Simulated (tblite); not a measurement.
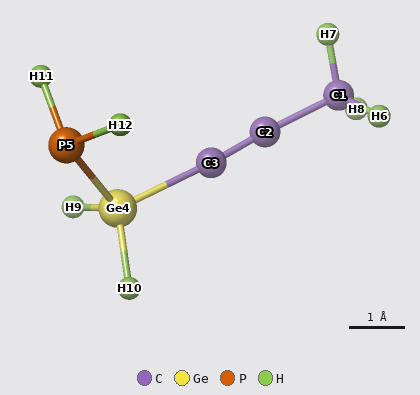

Fig. 1: The structure as given in the input (ball-and-stick view, seen at a tilt; atoms are numbered from 1 in the order of the input). Sticks mark near contacts. Bond lengths as drawn: C–C 1.16 to 1.52 Å, C–Ge 1.93 Å, C–H 1.06 to 1.14 Å, Ge–H 1.50 to 1.58 Å, Ge–P 2.32 Å and H–P 1.45 to 1.48 Å.

**C₃H₇GeP: geometry relaxation**

C₃H₇GeP, SMILES CC#[C][GeH2][PH2], computed with GFN2-xTB geometry optimisation, gas phase (tblite 0.8.0).

**Input**
```
{"job": {"xc": "GFN2-xTB", "basis": "xTB", "kind": "relax"}, "charge": 0, "multiplicity": 1}
C      2.743200     0.431400     0.212000
C      1.323600     0.006100    -0.147300
C      0.247500    -0.382200    -0.355900
Ge    -1.563500    -0.908700    -0.782400
P     -2.951000     0.267300     0.660400
H      3.084400    -0.131500     1.085300
H      2.688700     1.554600     0.375800
H      3.387000     0.202200    -0.604500
H     -1.811500    -0.636800    -2.234700
H     -1.806200    -2.420000    -0.388000
H     -2.949700     1.634600     0.088900
H     -2.387700     0.380300     1.986300
```

The first line tells a small driver script what to run in tblite; the rest is the geometry in Å.

Command:
```bash
OMP_NUM_THREADS=1 python <driver script> task.json out
```

**Output**
```
step      E/eV     max force
  0    -390.03999    7.128
  1    -389.59037   11.273
  2    -390.41619    2.570
  3    -390.54607    1.916
  4    -390.66136    1.825
  5    -390.83086    0.605
  6    -390.85712    0.485
  7    -390.87943    0.214
  8    -390.88312    0.188
  9    -390.88828    0.184
 10    -390.89262    0.227
 11    -390.89835    0.204
 12    -390.90287    0.164
 13    -390.90577    0.132
 14    -390.90746    0.126
 15    -390.90889    0.130
 16    -390.90999    0.097
 17    -390.91069    0.075
 18    -390.91118    0.079
 19    -390.91175    0.070
 20    -390.91253    0.100
 21    -390.91332    0.093
 22    -390.91385    0.059
 23    -390.91417    0.055
 24    -390.91447    0.053
 25    -390.91480    0.072
 26    -390.91507    0.061
 27    -390.91520    0.028
 28    -390.91526    0.022
 29    -390.91531    0.024
 30    -390.91539    0.032
 31    -390.91547    0.030
 32    -390.91552    0.017
 33    -390.91555    0.018
 34    -390.91558    0.016
 35    -390.91563    0.027
 36    -390.91570    0.033
 37    -390.91577    0.029
 38    -390.91581    0.019
 39    -390.91585    0.023
 40    -390.91592    0.037
 41    -390.91603    0.049
 42    -390.91621    0.049
 43    -390.91640    0.050
 44    -390.91655    0.041
 45    -390.91668    0.031
 46    -390.91682    0.038
 47    -390.91699    0.043
 48    -390.91714    0.036
 49    -390.91724    0.027
 50    -390.91734    0.033
 51    -390.91744    0.034
 52    -390.91753    0.031
 53    -390.91763    0.022
 54    -390.91771    0.020
 55    -390.91779    0.019
 56    -390.91787    0.017
 57    -390.91792    0.024
 58    -390.91794    0.014
 59    -390.91796    0.012
 60    -390.91799    0.014
 61    -390.91802    0.012
 62    -390.91805    0.013
 63    -390.91809    0.016
 64    -390.91812    0.022
 65    -390.91817    0.024
 66    -390.91823    0.031
 67    -390.91826    0.077
 68    -390.91831    0.020
 69    -390.91835    0.036
 70    -390.91844    0.064
 71    -390.91853    0.058
 72    -390.91858    0.025
 73    -390.91860    0.011
 74    -390.91861    0.009
 75    -390.91861    0.010
 76    -390.91862    0.013
 77    -390.91864    0.013
 78    -390.91865    0.016
 79    -390.91866    0.013
 80    -390.91867    0.012
 81    -390.91869    0.015
 82    -390.91870    0.012
 83    -390.91870    0.005
 84    -390.91870    0.004
```

**Trajectory as extended XYZ (Å, eV, eV/Å), 9 of the 12 frames kept, from step=0 to step=84**
```
12
Properties=species:S:1:pos:R:3:forces:R:3 step=0 energy=-390.03999
C     2.7432    0.4314    0.2120   -2.4670   0.6740   0.0840
C     1.3236    0.0061   -0.1473    6.6580   1.9890   1.5900
C     0.2475   -0.3822   -0.3559   -4.9410  -2.0110  -1.3350
Ge   -1.5635   -0.9087   -0.7824    0.5190   0.0820   1.2860
P    -2.9510    0.2673    0.6604   -1.3800   0.4910  -0.1190
H     3.0844   -0.1315    1.0853   -0.2280   0.4000  -0.0510
H     2.6887    1.5546    0.3758    0.3350  -1.4050   0.0270
H     3.3870    0.2022   -0.6045    0.3990  -0.0170  -0.6240
H    -1.8115   -0.6368   -2.2347   -0.1020  -0.0700  -0.0400
H    -1.8062   -2.4200   -0.3880    0.2140   0.7740  -0.3760
H    -2.9497    1.6346    0.0889    0.6330  -1.2020   0.8230
H    -2.3877    0.3803    1.9863    0.3610   0.2950  -1.2660
12
Properties=species:S:1:pos:R:3:forces:R:3 step=7 energy=-390.87943
C     2.7037    0.4281    0.1938    0.0090   0.0160   0.0650
C     1.3607   -0.0122   -0.1129   -0.0560   0.0010  -0.0660
C     0.2580   -0.4167   -0.3921    0.0000   0.1040   0.1370
Ge   -1.5740   -0.8423   -0.6667   -0.1530  -0.0320  -0.0040
P    -3.1448    0.2427    0.6540    0.1050   0.1370  -0.1260
H     3.0515   -0.0815    1.0902    0.0860  -0.0990   0.0090
H     2.7162    1.4982    0.3958   -0.0650   0.0640  -0.0640
H     3.3816    0.2191   -0.6335   -0.0410  -0.0420   0.0200
H    -1.8183   -0.6573   -2.1540   -0.0550   0.0650   0.1450
H    -1.7650   -2.3248   -0.4346    0.1020   0.0200   0.0180
H    -2.8329    1.5171    0.1907   -0.0190  -0.0800  -0.0700
H    -2.3319    0.4267    1.7652    0.0880  -0.1540  -0.0640
12
Properties=species:S:1:pos:R:3:forces:R:3 step=22 energy=-390.91385
C     2.6884    0.4213    0.2019   -0.0040   0.0090  -0.0110
C     1.3334   -0.0012   -0.0830   -0.0110   0.0450   0.0370
C     0.2035   -0.3477   -0.3257    0.0160   0.0000  -0.0170
Ge   -1.6000   -0.8491   -0.6578    0.0250   0.0400  -0.0100
P    -3.1458    0.2599    0.6320   -0.0020   0.0040   0.0050
H     3.0668   -0.0937    1.0850   -0.0220  -0.0130  -0.0210
H     2.7142    1.4958    0.3836   -0.0260   0.0020   0.0080
H     3.3358    0.1972   -0.6452    0.0010  -0.0310  -0.0070
H    -1.8601   -0.6168   -2.1277    0.0110  -0.0360   0.0350
H    -1.6845   -2.3338   -0.4190   -0.0020  -0.0240  -0.0240
H    -2.7674    1.5011    0.1417    0.0130   0.0200  -0.0130
H    -2.2795    0.3641    1.7101    0.0020  -0.0140   0.0170
12
Properties=species:S:1:pos:R:3:forces:R:3 step=30 energy=-390.91539
C     2.6835    0.4238    0.2030   -0.0070   0.0010  -0.0010
C     1.3233    0.0150   -0.0710   -0.0010   0.0030  -0.0080
C     0.1991   -0.3385   -0.3276    0.0020  -0.0010   0.0040
Ge   -1.5998   -0.8505   -0.6561    0.0060   0.0230  -0.0210
P    -3.1417    0.2653    0.6319   -0.0090   0.0030  -0.0030
H     3.0612   -0.0986    1.0818   -0.0070   0.0030  -0.0040
H     2.7188    1.4978    0.3855    0.0080  -0.0040   0.0020
H     3.3194    0.1873   -0.6499    0.0040   0.0060   0.0060
H    -1.8586   -0.6285   -2.1260   -0.0010  -0.0090   0.0110
H    -1.6740   -2.3369   -0.4287   -0.0060  -0.0290   0.0060
H    -2.7478    1.5017    0.1389    0.0090   0.0110   0.0050
H    -2.2785    0.3594    1.7142    0.0020  -0.0070   0.0030
12
Properties=species:S:1:pos:R:3:forces:R:3 step=45 energy=-390.91668
C     2.6736    0.4325    0.2010    0.0060   0.0010   0.0080
C     1.3152    0.0327   -0.0901   -0.0020  -0.0070   0.0030
C     0.1937   -0.3325   -0.3414    0.0000  -0.0020  -0.0220
Ge   -1.6021   -0.8530   -0.6658   -0.0110  -0.0220   0.0180
P    -3.1315    0.2889    0.6101   -0.0180   0.0140   0.0190
H     3.0291   -0.1017    1.0814    0.0300   0.0020   0.0080
H     2.7191    1.5039    0.3941   -0.0120   0.0090  -0.0010
H     3.3208    0.1973   -0.6434    0.0020  -0.0040  -0.0010
H    -1.8647   -0.6673   -2.1371   -0.0010   0.0030  -0.0210
H    -1.6845   -2.3344   -0.3998    0.0090  -0.0050  -0.0040
H    -2.6703    1.5212    0.1696    0.0070   0.0180   0.0010
H    -2.2937    0.3097    1.7173   -0.0090  -0.0070  -0.0090
12
Properties=species:S:1:pos:R:3:forces:R:3 step=53 energy=-390.91763
C     2.6673    0.4355    0.2023    0.0090   0.0010   0.0040
C     1.3115    0.0289   -0.0961    0.0170  -0.0030   0.0000
C     0.1925   -0.3319   -0.3656    0.0100  -0.0050   0.0190
Ge   -1.6069   -0.8550   -0.6713    0.0060   0.0030   0.0020
P    -3.1280    0.3114    0.5960    0.0100   0.0190  -0.0020
H     3.0279   -0.0955    1.0831   -0.0070  -0.0040   0.0070
H     2.7036    1.5071    0.3972   -0.0090   0.0040  -0.0070
H     3.3220    0.2057   -0.6380   -0.0150   0.0040  -0.0100
H    -1.8700   -0.6912   -2.1461   -0.0120  -0.0030  -0.0070
H    -1.6865   -2.3318   -0.3794    0.0010  -0.0060  -0.0080
H    -2.6169    1.5394    0.1946    0.0000  -0.0140   0.0120
H    -2.3117    0.2747    1.7192   -0.0110   0.0040  -0.0100
12
Properties=species:S:1:pos:R:3:forces:R:3 step=61 energy=-390.91802
C     2.6655    0.4377    0.2030   -0.0010   0.0010  -0.0020
C     1.3122    0.0250   -0.0973    0.0000   0.0020   0.0020
C     0.1937   -0.3360   -0.3677   -0.0010  -0.0070   0.0030
Ge   -1.6063   -0.8562   -0.6747   -0.0080   0.0050   0.0060
P    -3.1239    0.3245    0.5854    0.0000   0.0060  -0.0100
H     3.0266   -0.0918    1.0846    0.0030   0.0050  -0.0060
H     2.6937    1.5100    0.3965    0.0030  -0.0010   0.0000
H     3.3194    0.2117   -0.6390    0.0010   0.0020   0.0030
H    -1.8771   -0.7044   -2.1500    0.0060   0.0050   0.0020
H    -1.6872   -2.3313   -0.3748   -0.0060  -0.0060  -0.0010
H    -2.5859    1.5488    0.2106    0.0040  -0.0110  -0.0010
H    -2.3259    0.2592    1.7193   -0.0010  -0.0010   0.0050
12
Properties=species:S:1:pos:R:3:forces:R:3 step=76 energy=-390.91862
C     2.6605    0.4460    0.1989    0.0000   0.0000  -0.0010
C     1.3101    0.0190   -0.0946   -0.0080  -0.0030   0.0010
C     0.1945   -0.3570   -0.3577    0.0070   0.0020   0.0050
Ge   -1.6084   -0.8644   -0.6713    0.0030  -0.0030  -0.0120
P    -3.1185    0.3509    0.5622   -0.0070   0.0000   0.0070
H     3.0325   -0.0780    1.0792   -0.0010   0.0000  -0.0030
H     2.6787    1.5188    0.3912   -0.0010  -0.0020  -0.0010
H     3.3132    0.2264   -0.6456   -0.0020   0.0000  -0.0010
H    -1.8672   -0.7083   -2.1490    0.0080  -0.0020   0.0060
H    -1.7123   -2.3386   -0.3721    0.0000   0.0040   0.0010
H    -2.5104    1.5539    0.2308    0.0000   0.0060   0.0010
H    -2.3679    0.2286    1.7238    0.0000  -0.0020  -0.0030
12
Properties=species:S:1:pos:R:3:forces:R:3 step=84 energy=-390.91870
C     2.6597    0.4464    0.1974    0.0010   0.0000   0.0010
C     1.3094    0.0169   -0.0919    0.0000   0.0010   0.0010
C     0.1937   -0.3610   -0.3511    0.0020   0.0030   0.0010
Ge   -1.6087   -0.8643   -0.6713    0.0000   0.0010  -0.0010
P    -3.1197    0.3536    0.5600    0.0010   0.0000   0.0000
H     3.0350   -0.0763    1.0770    0.0030   0.0000  -0.0010
H     2.6761    1.5192    0.3887    0.0010   0.0000   0.0000
H     3.3102    0.2275   -0.6491   -0.0010   0.0000   0.0000
H    -1.8562   -0.7080   -2.1503   -0.0010  -0.0020   0.0000
H    -1.7160   -2.3378   -0.3712   -0.0030   0.0000   0.0000
H    -2.5071    1.5566    0.2351   -0.0020  -0.0010   0.0000
H    -2.3715    0.2245    1.7224   -0.0020  -0.0020   0.0000
```

**Summary**

| quantity | value |
| --- | --- |
| outcome | converged |
| total energy | −390.9187 eV |
| hardware | 1 CPU thread, shared host |
| wall time | 0.7 s |
| peak memory | 0.18 GiB |
